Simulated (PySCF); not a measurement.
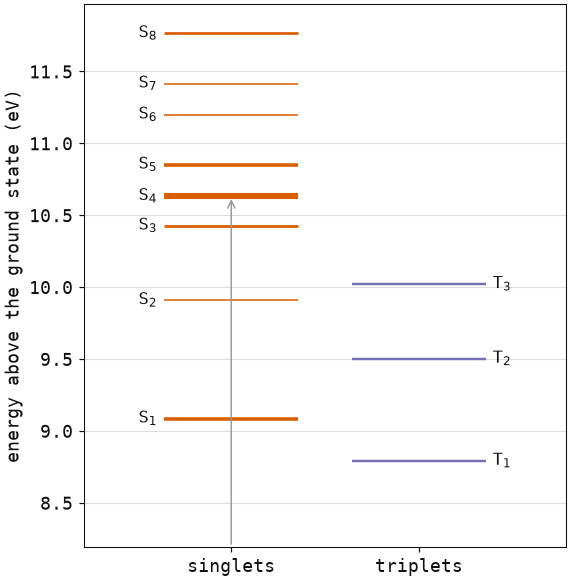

State diagram of CH₂F₂ (difluoromethane), SMILES FCF. Vertical TDDFT excitations, B3LYP/def2-SVPD in PySCF 2.14.0, at a GFN2-xTB geometry (no frequency check), gas phase. Triplets in the Tamm-Dancoff approximation; only the lowest 8 singlets and 3 triplets were computed. Thicker singlet lines are brighter; the arrow marks the brightest. S0, at zero, lies below the range drawn.

What character does the calculation give T1?

Answer. Mainly HOMO → LUMO (97 %).

What are the energy, strength and character of the state that the arrow marks?

Answer. S4 at 10.63 eV (117 nm), f = 0.072, mainly HOMO → LUMO+3 (98 %).

What is the vertical gap between S1 and T1?

Answer. 0.30 eV: S1 at 9.09 eV, T1 at 8.79 eV.

Known limits of this run: states above the negative HOMO energy depend on the basis; the tight-binding geometry is rougher than a DFT one and adds to the error; core orbitals are frozen in the response.
